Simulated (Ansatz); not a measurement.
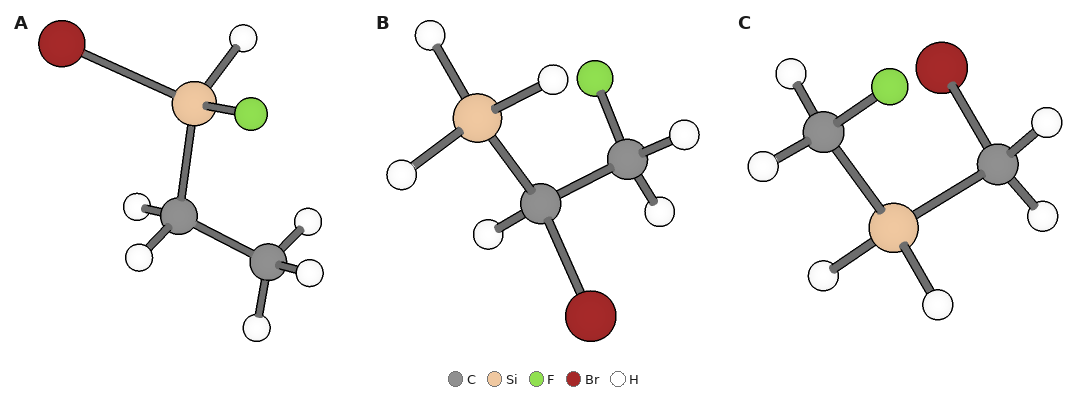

(Drawn from a calculation with Ansatz.)

**Match each picture to its SMILES.**
(1) FC[SiH2]CBr
(2) CC[Si@H](F)Br
(3) FC[C@H]([SiH3])Br

A is (2), B is (3), C is (1).
